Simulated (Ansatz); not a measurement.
**Run report: AlBNH₂Cl, phonon calculation**

AlBNH₂Cl, computed with UKS B3LYP-D4/6-31G* (Ansatz 0.2.0).

It belongs to a series of runs on one base structure; here: vibrations at the highest image of the band.

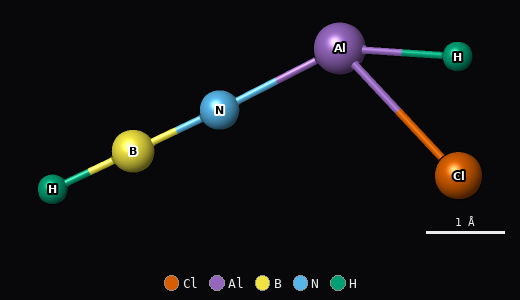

Fig. 1: The input geometry (ball-and-stick view, seen at a tilt). Sticks mark near contacts. Bond lengths as drawn: Al–Cl 2.69 Å, Al–H 1.69 Å, Al–N 1.77 Å, B–H 1.17 Å and B–N 1.26 Å.

**Results in brief**

- outcome: converged
- total energy: −21318.7578 eV
- mean-field energy: −21318.5459 eV
- largest force (length of the vector): 0.001 eV/Å
- hardware: 2 threads of AMD EPYC (Zen 3), 16 GiB of memory available, shared host
- wall time: 50 s (CPU time 95 s)
- peak memory: 0.19 GiB

**The input**
```yaml
crystal:
  periodic: [false, false, false]
  atoms:
    - { symbol: Cl, position_ang: [-1.289164, -2.405685, 0.694753] }
    - { symbol: Al, position_ang: [-0.619404, 0.169313, 1.057776] }
    - { symbol: B, position_ang: [1.172417, 1.096786, -1.206305] }
    - { symbol: "N", position_ang: [0.426663, 0.68882, -0.273986] }
    - { symbol: H, position_ang: [1.865292, 1.477314, -2.071473] }
    - { symbol: H, position_ang: [-1.513702, -1.09045, 1.753036] }
magnetization:
  spin_polarized: true
basis:
  gaussian: { orbitals: "6-31G*" }
hamiltonian:
  xc: b3lyp
  dispersion: d4
phonons: {}
```

Run as:
```bash
ansatz run input.yaml --threads 2 --pin off --max-ram 3072MiB --backend cpu --events-out ev --progress --plain --runs-dir out
```

**Output**
```
Engine: ansatz 0.2.0, x86_64-unknown-linux-gnu
Functional definition: B3LYP
  parameter a0 = 0.2
  parameter ax = 0.72
  parameter ac = 0.81
  exchange = (1 - a0 - ax)*slater_x + ax*b88_x + a0*exact_x
  correlation = (1 - ac)*vwn_rpa_c + ac*lyp_c
743 factors; integrals over basis functions are off by at most 3.4e-4 eV
mean field evaluation 1: about -21309.0274 eV, gradient 4.7e1 eV
mean field evaluation 2: about -21276.3309 eV, gradient 8.6e1 eV
mean field evaluation 4: about -21317.8750 eV, gradient 9.5e0 eV
mean field evaluation 8: about -21318.5445 eV, gradient 4.2e-1 eV
mean field evaluation 16: about -21318.5457 eV, gradient 2.3e-5 eV
mean field -21318.54565636 eV, -783.4421026420 hartree, gradient 2.3e-5 eV, S^2 0.000000; 1 other end points of the search recorded, 0 dependent functions left out
the calculation of the forces begins
reference -21318.54590379 eV, -783.4421117350 hartree; 22, 22 occupied and 50, 50 virtual orbitals, 743 factors
these checks for a lower state are left out or cut short: stability, starts, cluster_reference, orbital_swaps, neighbouring_geometries, increment
743 factors; integrals over basis functions are off by at most 3.4e-4 eV
mean field -21318.54566923 eV, -783.4421031151 hartree, gradient 9.3e-7 eV, S^2 0.000000; 0 other end points of the search recorded, 0 dependent functions left out
[... from here on the field's lines of each further geometry are left out, up to the last ...]
the calculation of the forces begins
reference -21318.54583794 eV, -783.4421093151 hartree; 22, 22 occupied and 50, 50 virtual orbitals, 743 factors
these checks for a lower state are left out or cut short: stability, starts, cluster_reference, orbital_swaps, neighbouring_geometries, increment
743 factors; integrals over basis functions are off by at most 3.5e-4 eV
mean field -21318.54570586 eV, -783.4421044609 hartree, gradient 2.0e-6 eV, S^2 0.000000; 0 other end points of the search recorded, 0 dependent functions left out
the calculation of the forces begins
reference -21318.54595327 eV, -783.4421135533 hartree; 22, 22 occupied and 50, 50 virtual orbitals, 743 factors
WARN: phonons: modes at or below zero, which the zero-point energy, F, S and C_V leave out: 1, the lowest at -925.25 cm⁻¹. A minimum has none, and a first-order saddle one
Total energy: -21318.75779088 eV, -783.4498984418 hartree
Atom 0 at    -1.289164    -2.405685     0.694753 Å, force     0.000043     0.000267    -0.000071 eV/Å
Atom 1 at    -0.619404     0.169313     1.057776 Å, force    -0.000146    -0.000480     0.000169 eV/Å
Atom 2 at     1.172417     1.096786    -1.206305 Å, force     0.000422    -0.000209     0.000411 eV/Å
Atom 3 at     0.426663     0.688820    -0.273986 Å, force    -0.000400     0.000555    -0.000757 eV/Å
Atom 4 at     1.865292     1.477314    -2.071473 Å, force    -0.000090    -0.000118     0.000057 eV/Å
Atom 5 at    -1.513702    -1.090450     1.753036 Å, force     0.000170    -0.000015     0.000191 eV/Å
Dipole moment:     0.366705     0.816684    -0.123662 e Å
Vibrations: -925.25 74.85 154.30 166.02 342.35 348.44 688.44 749.85 757.75 1442.60 1852.51 2919.05 cm⁻¹, zero-point energy 0.588686 eV
```

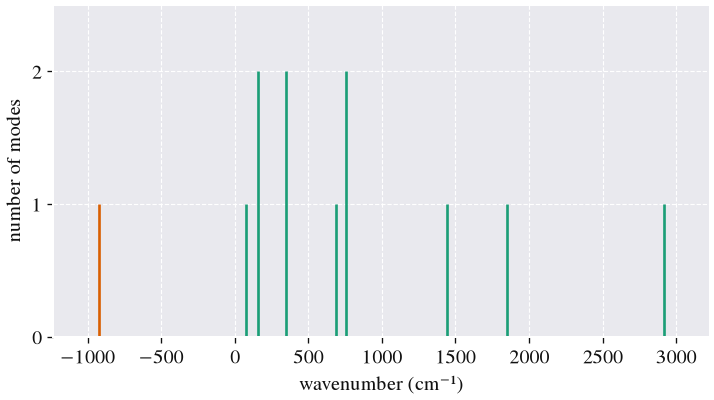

Fig. 2: Harmonic vibrational wavenumbers from the force constants; neighbouring modes closer than 17 cm⁻¹ are counted in one stick, and imaginary ones are drawn at negative wavenumbers. 12 modes from 925i to 2919 cm⁻¹, 1 imaginary beyond 8i (925i cm⁻¹): a first-order saddle point, if the geometry is stationary.
